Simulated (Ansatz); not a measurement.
# C3H11BSi (SMILES BCC(C)[SiH3]): what the fields show

Input

```
crystal:
  periodic: [false, false, false]
  atoms:
    - {symbol: B, position_ang: [-0.215025, 2.142339, 0.777142]}
    - {symbol: C, position_ang: [0.278063, 0.679476, 0.898921]}
    - {symbol: C, position_ang: [0.351512, -0.188743, -0.357820]}
    - {symbol: C, position_ang: [1.187203, -1.448535, -0.153573]}
    - {symbol: Si, position_ang: [-1.392405, -0.607574, -0.932853]}
    - {symbol: H, position_ang: [-0.528491, 2.756845, 1.756212]}
    - {symbol: H, position_ang: [-0.204769, 2.710390, -0.279049]}
    - {symbol: H, position_ang: [-0.193303, 0.143902, 1.732597]}
    - {symbol: H, position_ang: [1.308231, 0.868175, 1.276398]}
    - {symbol: H, position_ang: [0.799892, 0.409538, -1.161442]}
    - {symbol: H, position_ang: [2.210028, -1.195048, 0.144071]}
    - {symbol: H, position_ang: [0.765250, -2.077676, 0.636092]}
    - {symbol: H, position_ang: [1.246661, -2.054344, -1.061644]}
    - {symbol: H, position_ang: [-1.381363, -1.330138, -2.234338]}
    - {symbol: H, position_ang: [-2.194898, 0.640005, -1.078761]}
    - {symbol: H, position_ang: [-2.059387, -1.471314, 0.082249]}
basis:
  gaussian: {orbitals: def2-TZVPP}
hamiltonian: {xc: pbe0, dispersion: d4}
output: {orbitals: {seedname: orbitals}}
```

Command:

```sh
ansatz run in.yaml --threads 4 --pin off --events-out ev --progress --plain --max-ram 10444MiB
```

Geometry: PBE0-D4/def2-TZVP.

All numbers below come from RKS PBE0-D4/def2-TZVPP (Ansatz 0.2.0).

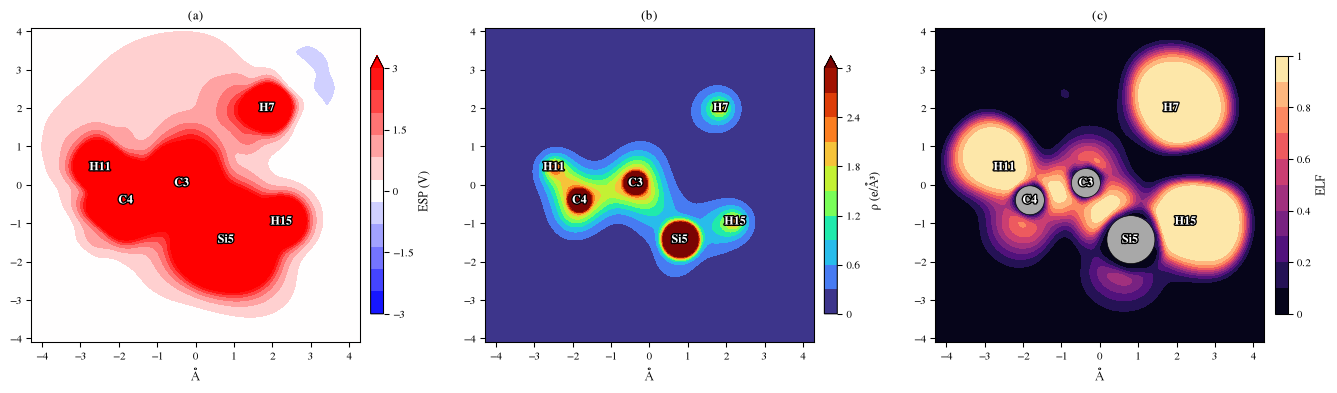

Figure 1. (a) molecular electrostatic potential; (b) electron density; (c) electron localisation function on the plane of atoms C4, C3 and Si5. Grey discs cover the atomic cores in the ELF map.

### What do the fields say about this system?

- The section cuts through C, Si and H sites.
- C–C (1.53 Å): the density is about 1.6 e/Å³ at the midpoint; the ELF peaks at about 0.95 between the atoms, as expected for a shared electron pair.
- C–Si (1.88 Å): ρ at the midpoint is about 0.97 e/Å³; the ELF peaks at about 0.95 between the atoms; localised, covalent bonding.
- C–H (1.09 Å): the density is about 2 e/Å³ at the midpoint; the ELF climbs to about 1 towards the hydrogen, as it does in any bond to H (an ordinary covalent bond to hydrogen).
- Si–H (1.49 Å): the density is about 0.8 e/Å³ at the midpoint; the ELF climbs to about 1 towards the hydrogen.
- Outside the dense part of the molecule the potential is most negative (−0.3 V) near H7.

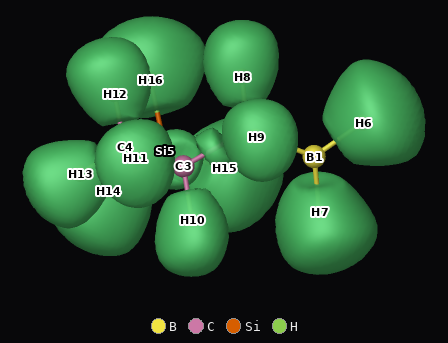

Figure 2. Isosurface of the ELF at 0.8 (green), seen from one side. Core shells and regions of very low density are left out.

### Describe the localisation domains.

The ELF exceeds this value in one region between bonded B–C atoms (shared pairs), two regions between bonded C–C atoms (shared pairs), one region between bonded C–Si atoms (shared pairs) and eleven regions around hydrogen nuclei. Along the contacts the grid gives the following. C–B (1.55 Å): the ELF peaks at about 1 between the atoms (a shared electron pair).

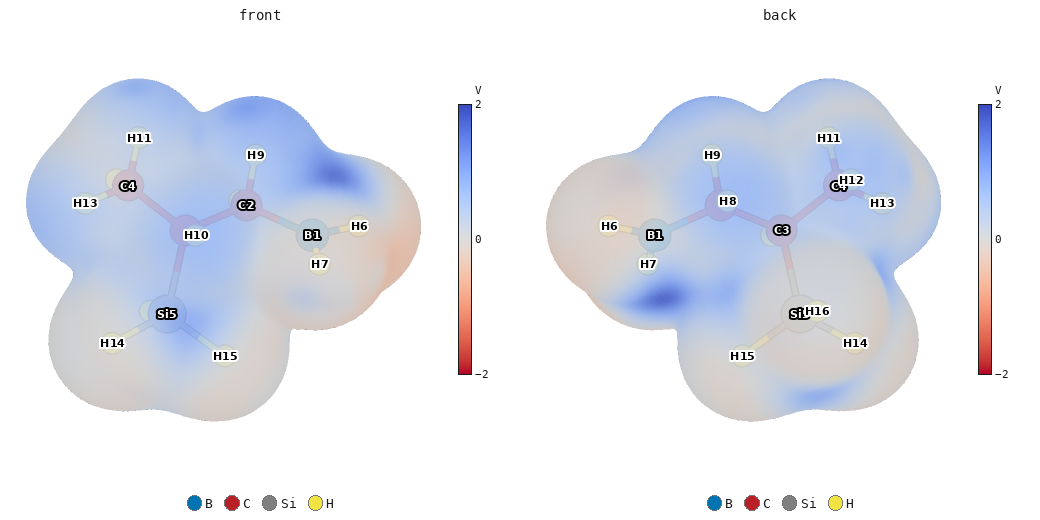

Figure 3. The electrostatic potential painted on the density surface at 0.002 e/bohr³, seen from the front and from behind; red is negative and blue positive.

### Which sites attract a positive test charge, and which a negative one?

A positive charge is drawn to the negative regions and a negative charge to the positive ones. The most negative region (about −0.4 V) lies over H7, the most positive (about +1.5 V) over B1.
